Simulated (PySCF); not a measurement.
# C6H10N4Si (SMILES C[Si](C)(C)c1[nH]nnc1C#N): what the fields show

```yaml
atoms:
  - { symbol: C, position_ang: [-1.5064, 1.5547, 0.9437] }
  - { symbol: Si, position_ang: [-0.7143, 0.0058, 0.1632] }
  - { symbol: C, position_ang: [-1.4425, -0.3845, -1.5488] }
  - { symbol: C, position_ang: [-0.7951, -1.4998, 1.3206] }
  - { symbol: C, position_ang: [1.1136, 0.4172, -0.0905] }
  - { symbol: N, position_ang: [1.7372, 1.5743, 0.2190] }
  - { symbol: N, position_ang: [3.0331, 1.5300, -0.0898] }
  - { symbol: N, position_ang: [3.2927, 0.3939, -0.5898] }
  - { symbol: C, position_ang: [2.1552, -0.3454, -0.6211] }
  - { symbol: C, position_ang: [2.0768, -1.6563, -1.1124] }
  - { symbol: N, position_ang: [1.9726, -2.7290, -1.5040] }
  - { symbol: H, position_ang: [-1.4199, 2.4253, 0.2992] }
  - { symbol: H, position_ang: [-1.0590, 1.8021, 1.9026] }
  - { symbol: H, position_ang: [-2.5646, 1.3902, 1.1180] }
  - { symbol: H, position_ang: [-1.3401, 0.4509, -2.2359] }
  - { symbol: H, position_ang: [-0.9384, -1.2388, -1.9919] }
  - { symbol: H, position_ang: [-2.4988, -0.6255, -1.4795] }
  - { symbol: H, position_ang: [-0.3223, -1.3044, 2.2790] }
  - { symbol: H, position_ang: [-1.8234, -1.7891, 1.5146] }
  - { symbol: H, position_ang: [-0.2916, -2.3523, 0.8734] }
  - { symbol: H, position_ang: [1.3264, 2.3976, 0.6302] }
```

Geometry: GFN2-xTB.

Level of theory: PBE0/pcSseg-1, SCF density, gas phase, non-relativistic in PySCF.

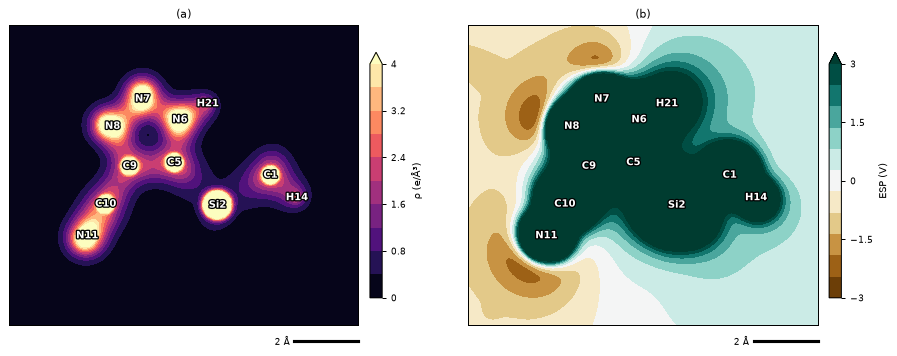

Figure 1. (a) total electron density; (b) molecular electrostatic potential on the plane of atoms C5, N6 and H21.

> Describe what can be read from this map.

- The plane passes through C, Si, N and H nuclei.
- C–N (1.15 Å): the density is about 3.6 e/Å³ at the midpoint.
- N–N (1.27 Å): ρ is about 3 e/Å³ halfway.
- C–C (1.40 Å): ρ at the midpoint is about 2.1 e/Å³.
- C–Si (1.89 Å): the density is about 0.91 e/Å³ at the midpoint.
- N–H (1.01 Å): the density is about 3 e/Å³ at the midpoint.
- Outside the dense part of the molecule the potential is most negative (−2.4 V) near N8.

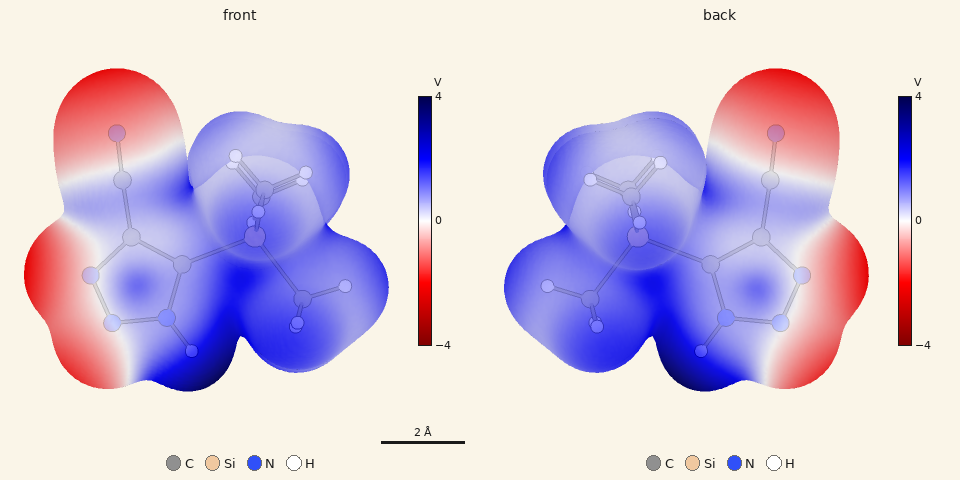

Figure 2. The molecular electrostatic potential painted on the density surface at 0.004 e/bohr³, seen from the front and from behind; red is negative and blue positive.

> Describe the electrostatic potential map.

The most negative region (about −2.0 V, or −46 kcal/mol for a unit charge) lies over N8 and N11, the most positive (about +3.7 V, or +85 kcal/mol for a unit charge) over H21.

> What dipole moment does the calculation give?

Its dipole moment is 6.99 D.
